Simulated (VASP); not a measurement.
Band structure of MgO (rock salt). These are modified Becke-Johnson potential (mBJ), VASP's PBE PAW potentials (set 64) (plane waves; VASP) values and carry that method's errors.

mBJ is a potential without an energy functional, so only the levels count.

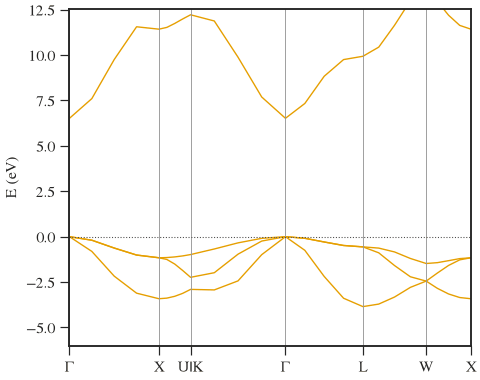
Figure. Bands along high-symmetry lines, zero at the valence-band maximum or, without a gap, the Fermi level

Problem. Read the plot: is there a gap, and where are the band edges?

Solution. The gap is direct, 6.52 eV, from the valence maximum at Γ to the conduction minimum at Γ.

Measured: gap 8.36 eV (computed value off by -1.84 eV), as given by Wei Chen et al., Physical Review Materials (2018), doi:10.1103/physrevmaterials.2.073803 [zero-point renormalisation of 0.53 eV added back (the table's ZPR column)].

The compound is MgO in the rock salt structure. It was relaxed first. The cell's shape comes from a PBE relaxation.
